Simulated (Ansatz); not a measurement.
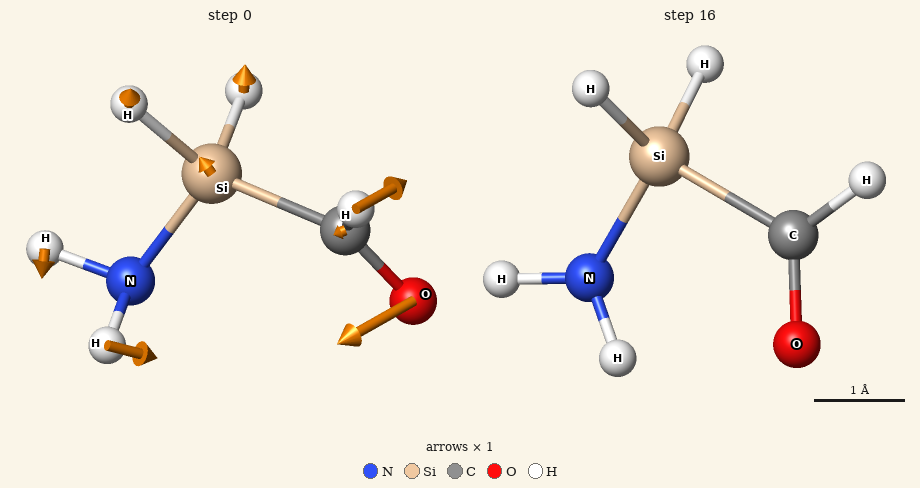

The structure of CH5NOSi before (left) and after (right) a relaxation, at one scale. The orange arrows give the displacements, at their true length.

A ball-and-stick model, seen at a tilt.

The run prepares an end point of a later path (torsion) calculation, from a guessed geometry.

These are results of Ansatz, RKS PBE-D4/def2-SVP, not measurements. (no spin polarisation; force threshold 0.015 eV/Å; at most 40 steps)

Question: Summarise the run.

Answer: Over 15 accepted moves (16 points after the start) the energy falls by 0.685 eV. The largest force component goes from 4.2 to 0.0042 eV/Å. The line search rejected the trial step at point 8 of the run. The atom that moves furthest after the best rigid fit is the O atom (1.14 Å). Largest moves by element: O 1.14 Å, H 0.88 Å, Si 0.24 Å, C 0.15 Å, N 0.04 Å. Among the contacts that change: C–Si 1.857 → 1.946 Å, N–Si 1.647 → 1.729 Å, H–N 1.074 → 1.027 Å, H–N 1.058 → 1.020 Å. Among the angles between lasting bonds that change: Si–N–H 111.1° → 124.3°, N–Si–C 113.3° → 100.8°, H–N–H 100.9° → 112.5°. Groups turn about C–Si by about 60°.
